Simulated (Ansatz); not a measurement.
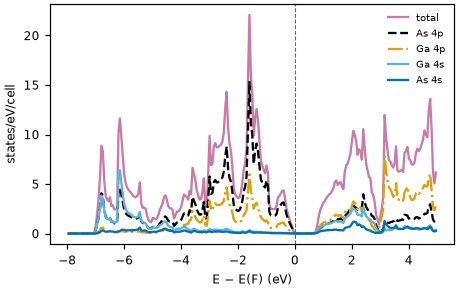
Figure. Total and projected density of states of GaAs in space group Pm-3n (No. 223; Ga on 6c, As on 6d), PBE in the plane-wave PAW code Ansatz

### Question
Which orbitals carry the states next to the Fermi level?

### Answer
Within 0.5 eV of the Fermi level: As 4p 74 %, Ga 4p 24 %. Projections are on Löwdin-orthogonalised atomic valence shells; empty p or d shells of many metals are not among them.

### Question
Where is the tallest occupied peak in this window, and what makes it?

### Answer
Near -1.6 eV, about 22 states/eV per cell; the largest projected share is As 4p.

The start of the workflow was typed in or built on a structure type; neither database checked (COD, Materials Project) lists it. It is not the phase usual at ambient conditions (space group No. 216). The PBE relaxation kept the symmetry of its start; whether a distortion lowers the energy is not shown. The volume moved by 27 % from the start of the relaxation. Scalar-relativistic: spin–orbit coupling is off unless named, which matters more the heavier the elements.

Potentials: the earlier of the program's two PAW sets.
